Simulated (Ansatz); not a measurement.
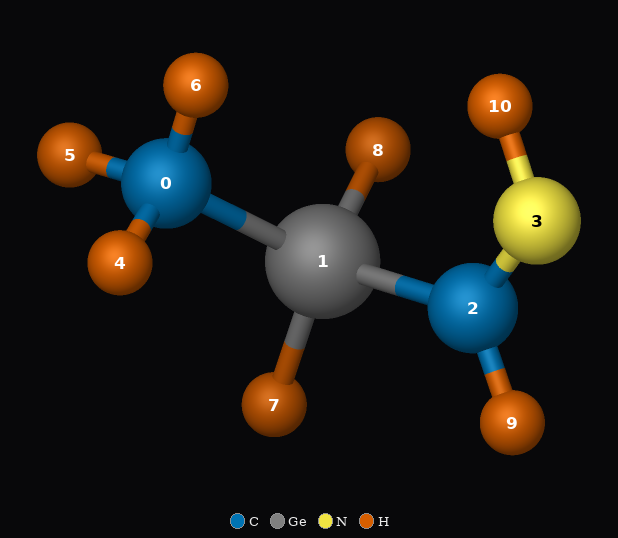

Starting geometry of the run. Atoms are numbered from 0, in the order of the input.

Ansatz 0.2.0 input:

```yaml
crystal:
  periodic: [false, false, false]
  atoms:
    - {symbol: C, position_ang: [-1.164500, 0.913000, -0.304900]}
    - {symbol: Ge, position_ang: [0.154600, 0.196500, 0.833400]}
    - {symbol: C, position_ang: [1.390700, -0.777000, -0.250800]}
    - {symbol: N, position_ang: [1.122100, -1.764800, -0.954800]}
    - {symbol: H, position_ang: [-0.738600, 1.631800, -1.071700]}
    - {symbol: H, position_ang: [-1.940000, 1.541400, 0.298300]}
    - {symbol: H, position_ang: [-1.712500, 0.143200, -0.847700]}
    - {symbol: H, position_ang: [0.928900, 1.357700, 1.578400]}
    - {symbol: H, position_ang: [-0.496600, -0.742200, 1.900500]}
    - {symbol: H, position_ang: [2.468200, -0.479400, -0.211200]}
    - {symbol: H, position_ang: [0.053000, -2.077000, -0.948700]}
basis:
  gaussian: {orbitals: def2-SVP}
hamiltonian: {xc: pbe, dispersion: d4}
relax: {f_tol: 0.03, max_steps: 200}
```

Command:

```sh
ansatz run in.yaml --threads 4 --pin off --events-out ev --progress --plain --max-ram 10444MiB
```

What the program printed (its end):

```
1245 factors; their error is unknown
mean field -60172.20582043 eV, -2211.2877777149 hartree, gradient 2.2e-5 eV, S^2 0.000000; 1 other end points of the search recorded, 0 dependent functions left out
the calculation of the forces begins
reference -60172.20585641 eV, -2211.2877790370 hartree; 29, 29 occupied and 80, 80 virtual orbitals, 1245 factors
Total energy: -60172.40748697 eV, -2211.2951888233 hartree
Atom 0 at    -1.295799     0.747691    -0.267906 Å, force     0.009161    -0.004686     0.003506 eV/Å
Atom 1 at     0.225092     0.294823     0.895973 Å, force     0.000388    -0.003331    -0.006528 eV/Å
Atom 2 at     1.384226    -0.985754    -0.094660 Å, force     0.001929     0.002136     0.005729 eV/Å
Atom 3 at     1.170337    -1.444907    -1.271666 Å, force    -0.008377     0.004309    -0.001427 eV/Å
Atom 4 at    -0.944491     1.239747    -1.196220 Å, force    -0.002840    -0.000232    -0.001448 eV/Å
Atom 5 at    -1.980346     1.442511     0.255691 Å, force    -0.002043     0.002132    -0.000926 eV/Å
Atom 6 at    -1.866500    -0.162759    -0.538029 Å, force    -0.002925     0.001248    -0.000429 eV/Å
Atom 7 at     1.040650     1.567552     1.262118 Å, force     0.002617     0.001770     0.000339 eV/Å
Atom 8 at    -0.265930    -0.358502     2.219310 Å, force    -0.000582    -0.002430     0.003397 eV/Å
Atom 9 at     2.309520    -1.342267     0.417487 Å, force    -0.004939     0.002412    -0.001457 eV/Å
Atom 10 at     0.288541    -1.054935    -1.661298 Å, force     0.007612    -0.003328    -0.000755 eV/Å
Dipole moment:    -0.280293     0.249636     0.116410 e Å
```
